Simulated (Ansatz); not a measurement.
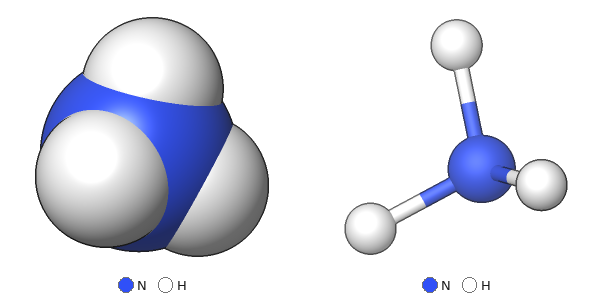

Both panels show the same species.

The computed structure is the end point of a PBE0-D4/def2-TZVP optimisation.

Which formula does it have?

NH₃, 4 atoms: 1 nitrogen and 3 hydrogen.

How many bonds of each kind are drawn?

3 N–H. Sticks follow a distance rule.

How many atoms are distinct by symmetry?

2: 1 N, 3 H.

More results for the same structure follow; atom numbers are the same in all pictures, views and colours differ.

## Thermal motion

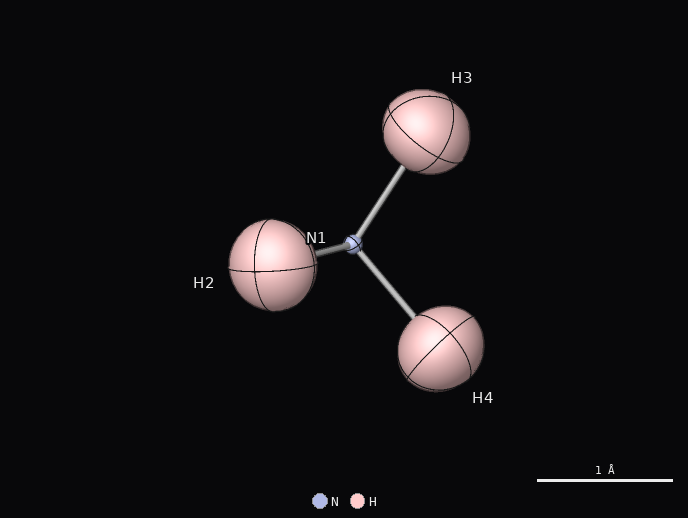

Displacement ellipsoids at the 50 % level, enlarged 3 times, from the internal vibrations of the free molecule (harmonic, no overall translation or rotation; no half-axis is drawn under 0.075 Å). Vibrations computed with RKS PBE0-D4/def2-TZVP (Ansatz 0.2.0). Temperature: 100 K.

Which atom has the largest mean-square displacement?

H2, H3, H4, with U_eq = 0.0051 Å².

Give the displacement parameters, one line for each set of equivalent atoms.

```json
{"atom": "N1", "U_eq (Å²)": "0.00011", "rms amplitudes (Å)": "0.008, 0.008, 0.014"}
{"atom": "H2, H3, H4", "U_eq (Å²)": "0.0051", "rms amplitudes (Å)": "0.066, 0.073, 0.074"}
```

## Charges

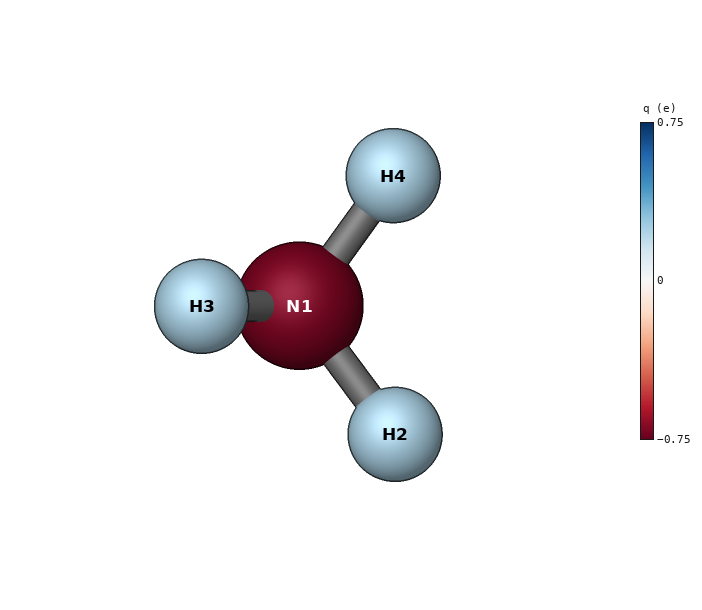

Atoms are coloured by their Mulliken charges. Level of theory: RKS PBE0-D4/def2-TZVP (Ansatz 0.2.0).

Give the Mulliken charges atom by atom.

| atom | value (e) |
| --- | --- |
| N1 | −0.70 |
| H2 | 0.23 |
| H3 | 0.23 |
| H4 | 0.23 |

## Electronic properties

Level of theory: RKS PBE0-D4/def2-TZVP (Ansatz 0.2.0).

What does the calculation give?

- dipole moment: 1.69 D
- harmonic zero-point energy: 90.5 kJ/mol

Mulliken values depend strongly on the basis set and can even reverse the polarity of a bond.
